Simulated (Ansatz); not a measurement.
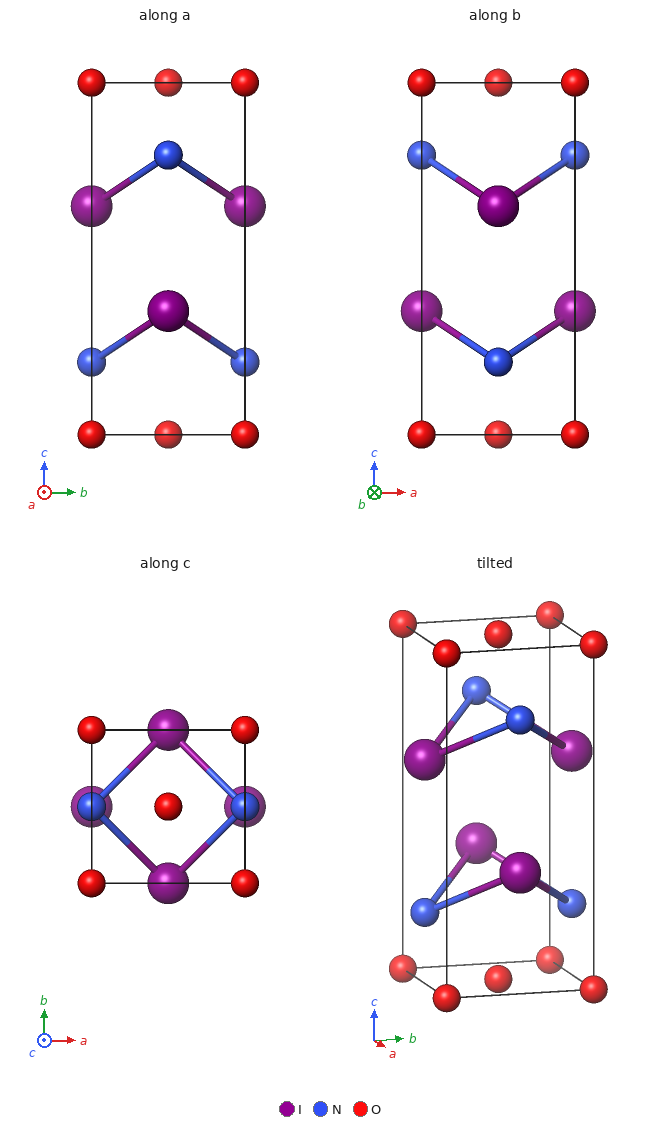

View along the a axis, along the b axis, along the c axis and slightly off an axis, drawn as a ball-and-stick model. The wireframe shows the conventional unit cell.

Lattice parameters: a = 3.6308 Å, b = 3.6308 Å, c = 8.3316 Å, α = 90.000°, β = 90.000°, γ = 90.000°.

Reconstruct the structure as a CIF with its space group and independent sites, with free fractional coordinates to two decimals.

Answer.
```cif
data_structure
_symmetry_space_group_name_H-M 'P 4/n m m :1'
_symmetry_Int_Tables_number 129
_cell_length_a 3.6308
_cell_length_b 3.6308
_cell_length_c 8.3316
_cell_angle_alpha 90.000
_cell_angle_beta 90.000
_cell_angle_gamma 90.000
_cell_volume 109.83
loop_
_atom_site_label
_atom_site_type_symbol
_atom_site_symmetry_multiplicity
_atom_site_Wyckoff_symbol
_atom_site_fract_x
_atom_site_fract_y
_atom_site_fract_z
_atom_site_occupancy
I1 I 2 c 0.50 0.00 0.65 1
N1 N 2 c 0.50 0.00 0.21 1
O1 O 2 a 0.00 0.00 0.00 1
```

The structure is a generated cell, made by putting these elements into a known structure type (the compound may or may not exist in this form); no relaxation was done. An electronic-structure calculation with Ansatz was run on it.

At this level of theory the cell isn't at rest (stretched, at -12 GPa and forces up to 1.5 eV/Å), so its distances can differ from those at equilibrium, the more so the softer the solid.
